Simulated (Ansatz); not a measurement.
# Si on Al(111): change of the work function, part 2 of 5

How does Si on the fcc site change the work function of Al(111) as the layer fills?

Ansatz 0.2.0; plane-wave DFT, PBEsol, Ansatz PAW (the session's first sound run).

So far, work function, upper face (eV): step 2 (the clean slab) 4.07.

## (3) Adsorbate added, k-mesh 3×3×1, coverage 0.0625 ML

System of this step: Si/Al(111). The cell holds 65 atoms: 64 Al and 1 Si. Its edges and angles: a = 11.455 Å, b = 11.455 Å, c = 26.690 Å, α = 90.0°, β = 90.0°, γ = 60.0°. Vacuum lies along c.

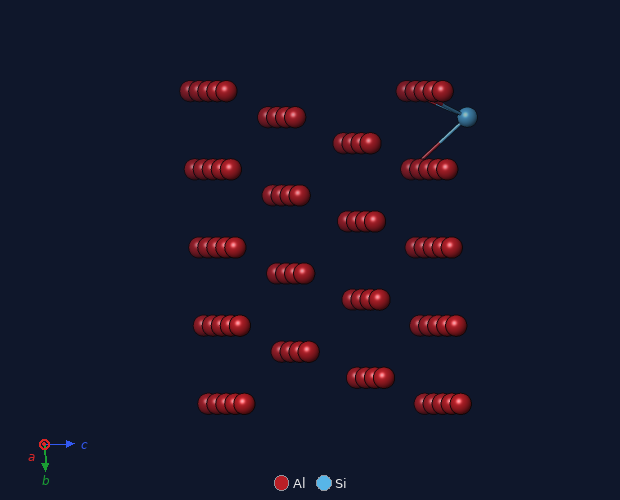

The cell of this step (aluminium red, silicon blue). Bonds to atoms that aren't drawn are left out. Some periodic images of atoms are drawn too.

The clean slab as it ended is repeated in the plane and the adsorbate is set on one face; the cell's size fixes the coverage, and the k-mesh shrinks with it to keep the sampling density about even. Adsorbate and upper layers relax, since the dipole depends on the height.

Input file input.yaml:

```yaml
crystal:
  lattice:
    - [11.4551298553, 0.0, 0.0]
    - [5.7275649276, 9.9204334583, 0.0]
    - [0.0, 0.0, 26.6895920757]
  atoms:
    - { symbol: Al, position: [0.0, 0.0, 0.3372100995] }
    - { symbol: Al, position: [0.0833333333, 0.0833333333, 0.4248198533] }
    - { symbol: Al, position: [0.1666666667, 0.1666666667, 0.5094791123] }
    - { symbol: Al, position: [0.0, 0.0, 0.5957618588] }
    - { symbol: Al, position: [0.0, 0.25, 0.3372100995] }
    - { symbol: Al, position: [0.0833333333, 0.3333333333, 0.4248198533] }
    - { symbol: Al, position: [0.1666666667, 0.4166666667, 0.5094791123] }
    - { symbol: Al, position: [0.0, 0.25, 0.5957618588] }
    - { symbol: Al, position: [0.0, 0.5, 0.3372100995] }
    - { symbol: Al, position: [0.0833333333, 0.5833333333, 0.4248198533] }
    - { symbol: Al, position: [0.1666666667, 0.6666666667, 0.5094791123] }
    - { symbol: Al, position: [0.0, 0.5, 0.5957618588] }
    - { symbol: Al, position: [0.0, 0.75, 0.3372100995] }
    - { symbol: Al, position: [0.0833333333, 0.8333333333, 0.4248198533] }
    - { symbol: Al, position: [0.1666666667, 0.9166666667, 0.5094791123] }
    - { symbol: Al, position: [0.0, 0.75, 0.5957618588] }
    - { symbol: Al, position: [0.25, 0.0, 0.3372100995] }
    - { symbol: Al, position: [0.3333333333, 0.0833333333, 0.4248198533] }
    - { symbol: Al, position: [0.4166666667, 0.1666666667, 0.5094791123] }
    - { symbol: Al, position: [0.25, 0.0, 0.5957618588] }
    - { symbol: Al, position: [0.25, 0.25, 0.3372100995] }
    - { symbol: Al, position: [0.3333333333, 0.3333333333, 0.4248198533] }
    - { symbol: Al, position: [0.4166666667, 0.4166666667, 0.5094791123] }
    - { symbol: Al, position: [0.25, 0.25, 0.5957618588] }
    - { symbol: Al, position: [0.25, 0.5, 0.3372100995] }
    - { symbol: Al, position: [0.3333333333, 0.5833333333, 0.4248198533] }
    - { symbol: Al, position: [0.4166666667, 0.6666666667, 0.5094791123] }
    - { symbol: Al, position: [0.25, 0.5, 0.5957618588] }
    - { symbol: Al, position: [0.25, 0.75, 0.3372100995] }
    - { symbol: Al, position: [0.3333333333, 0.8333333333, 0.4248198533] }
    - { symbol: Al, position: [0.4166666667, 0.9166666667, 0.5094791123] }
    - { symbol: Al, position: [0.25, 0.75, 0.5957618588] }
    - { symbol: Al, position: [0.5, 0.0, 0.3372100995] }
    - { symbol: Al, position: [0.5833333333, 0.0833333333, 0.4248198533] }
    - { symbol: Al, position: [0.6666666667, 0.1666666667, 0.5094791123] }
    - { symbol: Al, position: [0.5, 0.0, 0.5957618588] }
    - { symbol: Al, position: [0.5, 0.25, 0.3372100995] }
    - { symbol: Al, position: [0.5833333333, 0.3333333333, 0.4248198533] }
    - { symbol: Al, position: [0.6666666667, 0.4166666667, 0.5094791123] }
    - { symbol: Al, position: [0.5, 0.25, 0.5957618588] }
    - { symbol: Al, position: [0.5, 0.5, 0.3372100995] }
    - { symbol: Al, position: [0.5833333333, 0.5833333333, 0.4248198533] }
    - { symbol: Al, position: [0.6666666667, 0.6666666667, 0.5094791123] }
    - { symbol: Al, position: [0.5, 0.5, 0.5957618588] }
    - { symbol: Al, position: [0.5, 0.75, 0.3372100995] }
    - { symbol: Al, position: [0.5833333333, 0.8333333333, 0.4248198533] }
    - { symbol: Al, position: [0.6666666667, 0.9166666667, 0.5094791123] }
    - { symbol: Al, position: [0.5, 0.75, 0.5957618588] }
    - { symbol: Al, position: [0.75, 0.0, 0.3372100995] }
    - { symbol: Al, position: [0.8333333333, 0.0833333333, 0.4248198533] }
    - { symbol: Al, position: [0.9166666667, 0.1666666667, 0.5094791123] }
    - { symbol: Al, position: [0.75, 0.0, 0.5957618588] }
    - { symbol: Al, position: [0.75, 0.25, 0.3372100995] }
    - { symbol: Al, position: [0.8333333333, 0.3333333333, 0.4248198533] }
    - { symbol: Al, position: [0.9166666667, 0.4166666667, 0.5094791123] }
    - { symbol: Al, position: [0.75, 0.25, 0.5957618588] }
    - { symbol: Al, position: [0.75, 0.5, 0.3372100995] }
    - { symbol: Al, position: [0.8333333333, 0.5833333333, 0.4248198533] }
    - { symbol: Al, position: [0.9166666667, 0.6666666667, 0.5094791123] }
    - { symbol: Al, position: [0.75, 0.5, 0.5957618588] }
    - { symbol: Al, position: [0.75, 0.75, 0.3372100995] }
    - { symbol: Al, position: [0.8333333333, 0.8333333333, 0.4248198533] }
    - { symbol: Al, position: [0.9166666667, 0.9166666667, 0.5094791123] }
    - { symbol: Al, position: [0.75, 0.75, 0.5957618588] }
    - { symbol: Si, position: [0.0833333333, 0.0833333333, 0.6627899005] }
kpoints:
  mp_grid: { grid: [3, 3, 1] }
hamiltonian:
  xc: pbesol
scf:
  occupations: { method: fermi_dirac, width: 0.1 }
  convergence: { dr2_threshold: 1.0e-08 }
efield:
  axis: 3
  dipole_correction: true
  ramp_position: 0.97
  ramp_width: 0.06
relax:
  f_tol: 0.02
  max_steps: 60
  constraints:
    - { sites: [0, 1, 4, 5, 8, 9, 12, 13, 16, 17, 20, 21, 24, 25, 28, 29, 32, 33, 36, 37, 40, 41, 44, 45, 48, 49, 52, 53, 56, 57, 60, 61] }
output:
  bader: true
  write_potential: true
  write_density: true
  volumetric_format: npy
```

Run with:

```console
ansatz run input.yaml --threads 4 --pin off --max-ram 6144MiB --backend cpu --events-out ev --progress --plain --runs-dir out
```

Numbers of over 12 decimals in the logs are rounded to 6 here.

Output:

```text
[...]
Crystal: 65 atoms, lattice volume = 3033.001 Å³
Basis set: ecut = 420 eV, 59339 PW (Γ), exchange–correlation on 160×160×360 points (8 copies of the dense FFT grid, shifted against one another)
Bands: 163, of which v1, the nominal top of the filled ones, is band 98 counted from 1 (97 counted from 0)
Symmetry: 6 space group operations
[...]
k-points: 3 of 9 (time reversal used)
[...]
SCF iter   1: F=—  HF=-34178.199913 eV  |F-HF|=—  |Δ(HF+E_count)|=         —  Δρ=1.47e-3  dr2=8.35e-1  ethr=1.77e-3  p=-0.146 e·Å  D=-8.71e-3 V/Å  ΔV_dip=0.23 eV  dr2_dipole=2.70e-2  V_vac-E_F(+/−)=4.24/4.01 eV  ⟨swp⟩=11.3  Hψ=2755  notcnv=0  defer=15
[...]
SCF iter   8: F=-34178.165762 eV  HF=-34178.165762 eV  |F-HF|=1.76e-8  |Δ(HF+E_count)|=   4.91e-8  Δρ=2.34e-7  dr2=5.28e-9  ethr=5.10e-12  p=-0.162 e·Å  D=-9.67e-3 V/Å  ΔV_dip=0.26 eV  dr2_dipole=4.35e-11  V_vac-E_F(+/−)=4.29/4.04 eV  ⟨swp⟩=11.7  Hψ=3351  notcnv=0
SCF 1 converged in 8 iterations: F = -34178.165762 eV  dr2 = 5.28e-9
[...]
relax step   1: F+E_penalty+E_count = -34178.16576161 eV  Δ(F+E_penalty+E_count) = +0.000e0 eV  max|allowed force component| = 5.815e-1 eV/Å  Δτ_max = 0.0000 Å  (8 SCF iters, accepted)
[...]
SCF iter   8: F=-34178.264475 eV  HF=-34178.264475 eV  |F-HF|=1.05e-8  |Δ(HF+E_count)|=   4.15e-8  Δρ=1.52e-7  dr2=3.56e-9  ethr=5.10e-12  p=-0.169 e·Å  D=-1.01e-2 V/Å  ΔV_dip=0.27 eV  dr2_dipole=7.04e-11  V_vac-E_F(+/−)=4.30/4.03 eV  ⟨swp⟩=10.3  Hψ=3087  notcnv=0
SCF 2 converged in 8 iterations: F = -34178.264475 eV  dr2 = 3.56e-9
[...]
relax step   2: F+E_penalty+E_count = -34178.26447468 eV  Δ(F+E_penalty+E_count) = -9.871e-2 eV  max|allowed force component| = 9.952e-2 eV/Å  Δτ_max = 0.0890 Å  (8 SCF iters, accepted)
SCF iter   1: F=—  HF=-34178.272837 eV  |F-HF|=—  |Δ(HF+E_count)|=         —  Δρ=2.80e-4  dr2=8.78e-3  ethr=1.05e-4  p=-0.169 e·Å  D=-1.01e-2 V/Å  ΔV_dip=0.27 eV  dr2_dipole=1.84e-5  V_vac-E_F(+/−)=4.30/4.03 eV  ⟨swp⟩=4.0  Hψ=1044  notcnv=0  defer=18
[...]
SCF iter   7: F=-34178.271823 eV  HF=-34178.271823 eV  |F-HF|=1.41e-8  |Δ(HF+E_count)|=   3.97e-8  Δρ=1.70e-7  dr2=2.77e-9  ethr=5.10e-12  p=-0.170 e·Å  D=-1.01e-2 V/Å  ΔV_dip=0.27 eV  dr2_dipole=2.22e-10  V_vac-E_F(+/−)=4.31/4.04 eV  ⟨swp⟩=10.3  Hψ=2994  notcnv=0
SCF 3 converged in 7 iterations: F = -34178.271823 eV  dr2 = 2.77e-9
[...]
relax step   3: F+E_penalty+E_count = -34178.27182337 eV  Δ(F+E_penalty+E_count) = -7.349e-3 eV  max|allowed force component| = 5.048e-2 eV/Å  Δτ_max = 0.0363 Å  (7 SCF iters, accepted)
SCF iter   1: F=—  HF=-34178.271694 eV  |F-HF|=—  |Δ(HF+E_count)|=         —  Δρ=4.82e-5  dr2=3.77e-4  ethr=1.13e-6  p=-0.170 e·Å  D=-1.01e-2 V/Å  ΔV_dip=0.27 eV  dr2_dipole=6.76e-5  V_vac-E_F(+/−)=4.31/4.04 eV  ⟨swp⟩=3.0  Hψ=897  notcnv=0  defer=22
[...]
SCF iter   5: F=-34178.272086 eV  HF=-34178.272086 eV  |F-HF|=2.94e-8  |Δ(HF+E_count)|=   1.40e-7  Δρ=2.73e-7  dr2=5.83e-9  ethr=5.10e-12  p=-0.170 e·Å  D=-1.02e-2 V/Å  ΔV_dip=0.27 eV  dr2_dipole=2.86e-11  V_vac-E_F(+/−)=4.31/4.04 eV  ⟨swp⟩=9.0  Hψ=3591  notcnv=0
SCF 4 converged in 5 iterations: F = -34178.272086 eV  dr2 = 5.83e-9
relax step   4: F+E_penalty+E_count = -34178.27208558 eV  Δ(F+E_penalty+E_count) = -2.622e-4 eV  max|allowed force component| = 1.413e-2 eV/Å  Δτ_max = 0.0049 Å  (5 SCF iters, accepted)
NSCF: frozen V_eff on 3 k-points
[...]
SCF converged after 5 iterations
Free energy (F): -34178.272086 eV
[...]
Internal energy: -34177.297827 eV  (E = F + TS)
E sigma→0 (E₀):  -34177.784957 eV
Entropy (-TS):   -0.974258 eV (-14.989 meV/atom)
Fermi energy:    0.138385 eV
Dipole field:    D = -0.010151 V/Å  (p = -0.170140 e·Å, saw-weighted, corrected)
Work function:   Φ+ = 4.3071 eV   Φ− = 4.0362 eV
[...]
--- Forces (eV/Å), atoms counted from 1 ---
  atom   1  Al     0.02530492     0.01460980     0.09740471
  atom   2  Al    -0.00000000     0.00000000    -0.06658222
  atom   3  Al    -0.00135326    -0.00078131    -0.00176156
  atom   4  Al     0.00441269     0.00254767     0.00589236
  atom   5  Al     0.00000000    -0.02921961     0.09740471
  atom   6  Al    -0.02229609    -0.02253009    -0.04368454
  atom   7  Al     0.00009259     0.00074200    -0.00130724
  atom   8  Al     0.00000000    -0.00509533     0.00589236
  atom   9  Al    -0.00952471     0.03488780     0.10044199
  atom  10  Al    -0.02149640     0.01241095    -0.12173083
  atom  11  Al    -0.00059629    -0.00045119    -0.00130724
  atom  12  Al    -0.00000949     0.00028781     0.00048716
  atom  13  Al    -0.03497608    -0.00919526     0.10044199
  atom  14  Al     0.00836358     0.03057402    -0.04368454
  atom  15  Al    -0.00000000     0.00156261    -0.00176156
  atom  16  Al    -0.00025399    -0.00013568     0.00048716
  atom  17  Al    -0.02530492     0.01460980     0.09740471
  atom  18  Al    -0.03065967    -0.00804394    -0.04368454
  atom  19  Al     0.00068889    -0.00029081    -0.00130724
  atom  20  Al    -0.00441269     0.00254767     0.00589236
  atom  21  Al     0.00874893     0.00505120     0.10838321
  atom  22  Al    -0.01972353    -0.01138739    -0.16243998
  atom  23  Al    -0.00000000     0.00000000    -0.00081568
  atom  24  Al     0.00076179     0.00043982     0.00087329
  atom  25  Al    -0.00255546     0.00147540     0.09270713
  atom  26  Al    -0.00000000     0.02277478    -0.16243998
  atom  27  Al     0.00059629    -0.00045119    -0.00130724
  atom  28  Al     0.00000724    -0.00000418     0.00021084
  atom  29  Al     0.00000000    -0.01010240     0.10838321
  atom  30  Al    -0.00836358     0.03057402    -0.04368454
  atom  31  Al    -0.00066962     0.00038660    -0.00077674
  atom  32  Al     0.00000000    -0.00087964     0.00087329
  atom  33  Al     0.02545136    -0.02569254     0.10044199
  atom  34  Al     0.00000000    -0.02482191    -0.12173083
  atom  35  Al    -0.00068889    -0.00029081    -0.00130724
  atom  36  Al     0.00024450    -0.00015212     0.00048716
  atom  37  Al     0.00000000    -0.00295079     0.09270713
  atom  38  Al     0.01972353    -0.01138739    -0.16243998
  atom  39  Al    -0.00009259     0.00074200    -0.00130724
  atom  40  Al    -0.00000000     0.00000836     0.00021084
[...]
atom  54  Al     0.02229609    -0.02253009    -0.04368454
  atom  55  Al     0.00000000    -0.00077321    -0.00077674
  atom  56  Al    -0.00076179     0.00043982     0.00087329
  atom  57  Al     0.00952471     0.03488780     0.10044199
  atom  58  Al     0.00000000    -0.03499225    -0.12826418
  atom  59  Al     0.00049713    -0.00028702    -0.00121849
  atom  60  Al     0.00000949     0.00028781     0.00048716
  atom  61  Al    -0.00000000     0.00000000     0.07731281
  atom  62  Al     0.03030418     0.01749613    -0.12826418
  atom  63  Al     0.00066962     0.00038660    -0.00077674
  atom  64  Al     0.00000000    -0.00000000     0.00076910
  atom  65  Si    -0.00000000     0.00000000    -0.01413306
  max |Σ_I F_I| component: 1.44e-5 eV/Å
--- Band table (eV) ---
  k-point 0: bands = [... 94 lower, 0.1875, 0.2300, 0.2300, 0.3395, 0.3635, 0.3635, 0.3735, 0.4378, ... 61 higher]
  k-point 1: bands = [... 94 lower, -0.0905, -0.0847, -0.0084, 0.0394, 0.0985, 0.2442, 0.2510, 0.4043, ... 61 higher]
  k-point 2: bands = [... 94 lower, -0.2682, 0.1324, 0.1418, 0.1432, 0.1452, 0.2036, 0.2130, 0.3455, ... 61 higher]
--- Relaxed structure (4 steps of the walk, 4 accepted, 0 SCFs on fresh bases) ---
  F+E_penalty+E_count = -34178.27208558 eV   max|allowed force component| = 1.413e-2 eV/Å
  atoms:
    - { symbol: Al, position: [-6.405132834282695e-18, -6.4051328342826954e-18, 0.337210] }
    - { symbol: Al, position: [0.083333, 0.083333, 0.424820] }
    - { symbol: Al, position: [0.166760, 0.166760, 0.510254] }
    - { symbol: Al, position: [-0.00614361, -0.00614361, 0.597134] }
    - { symbol: Al, position: [0.0, 0.250000, 0.337210] }
    - { symbol: Al, position: [0.083333, 0.333333, 0.424820] }
    - { symbol: Al, position: [0.167037, 0.417013, 0.508725] }
    - { symbol: Al, position: [-0.00614361, 0.262287, 0.597134] }
    - { symbol: Al, position: [2.7755575615628914e-17, 0.500000, 0.337210] }
    - { symbol: Al, position: [0.083333, 0.583333, 0.424820] }
    - { symbol: Al, position: [0.167037, 0.665950, 0.508725] }
    - { symbol: Al, position: [0.000553943, 0.502252, 0.595237] }
    - { symbol: Al, position: [-5.551115123125783e-17, 0.75, 0.337210] }
    - { symbol: Al, position: [0.083333, 0.833333, 0.424820] }
    - { symbol: Al, position: [0.166760, 0.916481, 0.510254] }
    - { symbol: Al, position: [0.000553943, 0.747194, 0.595237] }
    - { symbol: Al, position: [0.250000, -6.40513283438367e-18, 0.337210] }
    - { symbol: Al, position: [0.333333, 0.083333, 0.424820] }
    - { symbol: Al, position: [0.417013, 0.167037, 0.508725] }
    - { symbol: Al, position: [0.262287, -0.00614361, 0.597134] }
    - { symbol: Al, position: [0.25, 0.250000, 0.337210] }
    - { symbol: Al, position: [0.333333, 0.333333, 0.424820] }
    - { symbol: Al, position: [0.416667, 0.416667, 0.508822] }
    - { symbol: Al, position: [0.251733, 0.251733, 0.594869] }
    - { symbol: Al, position: [0.250000, 0.500000, 0.337210] }
    - { symbol: Al, position: [0.333333, 0.583333, 0.424820] }
    - { symbol: Al, position: [0.417013, 0.665950, 0.508725] }
    - { symbol: Al, position: [0.250967, 0.49951662356, 0.594930] }
    - { symbol: Al, position: [0.250000, 0.75, 0.337210] }
    - { symbol: Al, position: [0.333333, 0.833333, 0.424820] }
    - { symbol: Al, position: [0.417413, 0.916294, 0.509272] }
    - { symbol: Al, position: [0.251733, 0.746534, 0.594869] }
    - { symbol: Al, position: [0.500000, 3.0602301319754556e-17, 0.337210] }
    - { symbol: Al, position: [0.583333, 0.083333, 0.424820] }
    - { symbol: Al, position: [0.665950, 0.167037, 0.508725] }
    - { symbol: Al, position: [0.502252, 0.000553943, 0.595237] }
    - { symbol: Al, position: [0.500000, 0.250000, 0.337210] }
    - { symbol: Al, position: [0.583333, 0.333333, 0.424820] }
    - { symbol: Al, position: [0.665950, 0.417013, 0.508725] }
    - { symbol: Al, position: [0.499517, 0.250967, 0.594930] }
[...]
- { symbol: Al, position: [0.750000, 0.250000, 0.337210] }
    - { symbol: Al, position: [0.833333, 0.333333, 0.424820] }
    - { symbol: Al, position: [0.916294, 0.417413, 0.509272] }
    - { symbol: Al, position: [0.746534, 0.251733, 0.594869] }
    - { symbol: Al, position: [0.75, 0.500000, 0.337210] }
    - { symbol: Al, position: [0.833333, 0.583333, 0.424820] }
    - { symbol: Al, position: [0.915754, 0.667123, 0.509435] }
    - { symbol: Al, position: [0.747194, 0.502252, 0.595237] }
    - { symbol: Al, position: [0.750000, 0.75, 0.337210] }
    - { symbol: Al, position: [0.833333, 0.833333, 0.424820] }
    - { symbol: Al, position: [0.916294, 0.916294, 0.509272] }
    - { symbol: Al, position: [0.750000, 0.75, 0.596155] }
    - { symbol: Si, position: [0.083333, 0.083333, 0.660985] }
--- Bader charges: 65 sites ---
  site symbol  charge [e]  shift [e]
     0     Al      0.0248     0.0000
     1     Al     -0.0311     0.0000
     2     Al     -0.0211     0.0000
     3     Al      0.5120     0.0015
     4     Al      0.0248     0.0000
     5     Al     -0.0215     0.0000
     6     Al     -0.0263     0.0000
     7     Al      0.5120     0.0015
     8     Al      0.0263     0.0000
     9     Al     -0.0356     0.0000
    10     Al     -0.0263     0.0000
    11     Al     -0.0004     0.0001
    12     Al      0.0263     0.0000
    13     Al     -0.0215     0.0000
    14     Al     -0.0211     0.0000
    15     Al     -0.0004     0.0001
    16     Al      0.0248     0.0000
    17     Al     -0.0215     0.0000
    18     Al     -0.0263     0.0000
    19     Al      0.5120     0.0015
    20     Al      0.0211     0.0000
    21     Al     -0.0407     0.0000
    22     Al     -0.0247     0.0000
    23     Al      0.0268     0.0000
    24     Al      0.0220     0.0000
    25     Al     -0.0407     0.0000
    26     Al     -0.0263     0.0000
    27     Al      0.0286     0.0000
    28     Al      0.0211     0.0000
    29     Al     -0.0215     0.0000
    30     Al      0.0158     0.0000
    31     Al      0.0268     0.0000
    32     Al      0.0263     0.0000
    33     Al     -0.0356     0.0000
    34     Al     -0.0263     0.0000
    35     Al     -0.0004     0.0001
    36     Al      0.0220     0.0000
    37     Al     -0.0407     0.0000
    38     Al     -0.0263     0.0000
    39     Al      0.0286     0.0000
[...]
53     Al     -0.0215     0.0000
    54     Al      0.0158     0.0000
    55     Al      0.0268     0.0000
    56     Al      0.0263     0.0000
    57     Al     -0.0363     0.0000
    58     Al     -0.0007     0.0000
    59     Al     -0.0004     0.0001
    60     Al      0.0299     0.0000
    61     Al     -0.0362     0.0000
    62     Al      0.0158     0.0000
    63     Al     -0.0222     0.0000
    64     Si     -1.3709     0.0037
  estimated error of the sums over rays = 4.3e-4 e
```

It took 5.4 min on 4 threads of Arm Neoverse V2, shared host; peak memory 4.9 GiB; 21 min of CPU time.

The steps of the relaxation:

```csv
step,energy less that of the first step (eV),largest force component (eV/Å)
1,0.0000,0.5815
2,-0.0987,0.0995
3,-0.1061,0.0505
4,-0.1063,0.0141
```

The run keeps the 6 symmetry operations that it works with, so distortions that break them were not tested.

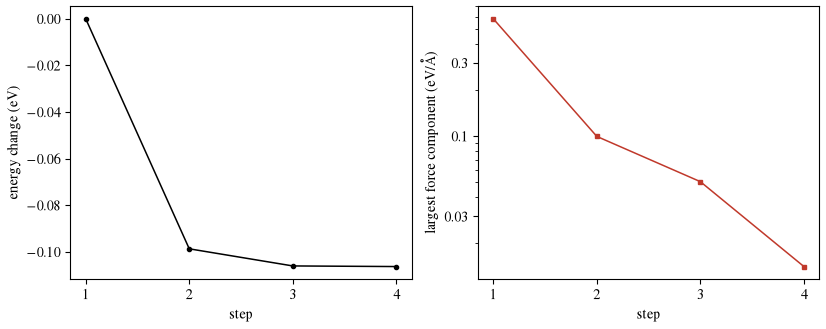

Energy and largest force along the relaxation.

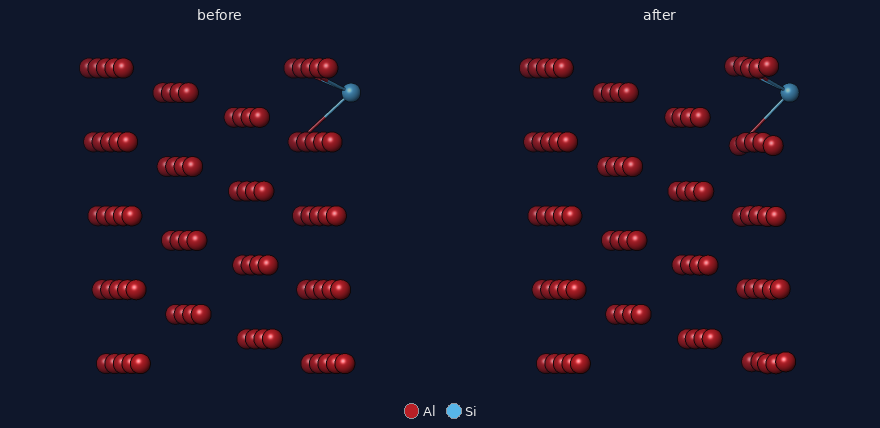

The structure before and after the relaxation, drawn at the same scale. Bonds to atoms that aren't drawn are left out.

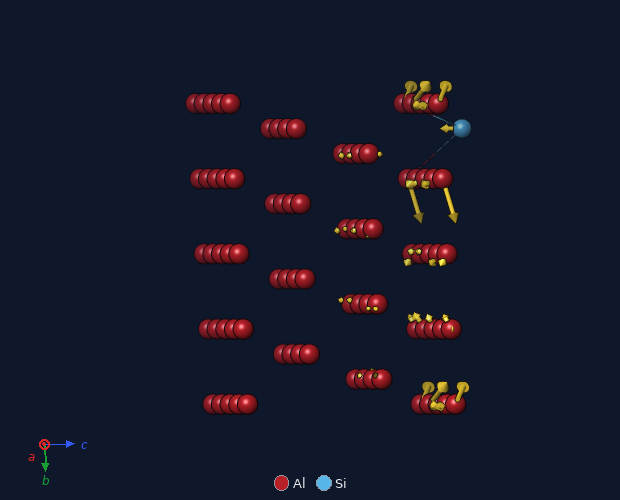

Displacements in the relaxation, exaggerated; the longest in the cell stands for 0.13 Å. Bonds to atoms that aren't drawn are left out. Some periodic images of atoms are drawn too.

The atoms that moved most (Å):

```csv
atom,dx,dy,dz,length
Al4,-0.106,-0.061,0.037,0.127
Al8,0.000,0.122,0.037,0.127
Al20,0.106,-0.061,0.037,0.127
Si65,0.000,0.000,-0.048,0.048
Al56,-0.030,0.017,-0.024,0.042
Al32,0.000,-0.034,-0.024,0.042
Al24,0.030,0.017,-0.024,0.042
Al52,-0.029,0.005,-0.014,0.033
```

Numbers from this step:

```
energy at zero smearing        : -34177.7850 eV
work function, upper face      : 4.307 eV
work function, lower face      : 4.036 eV
dipole along the normal        : -0.1701 e·Å
step between the vacuum levels : 0.2709 eV
```

(Continued in part 3 of 5.)

[Logs are printed without paths, hosts, clocks, repeated set-up lines and the standing remarks that a program may print on its own settings, such as how far it seeks lower states.]

[Hosts, paths, dates, database ids (printed as entryN), source tags and the programs' standing remarks are cut or masked in the printed files.]

[Maps of the electrostatic potential energy from Ansatz leave out the sawtooth potential of an applied field or a dipole correction, so their vacuum need not be flat; planar profiles and work functions include it.]
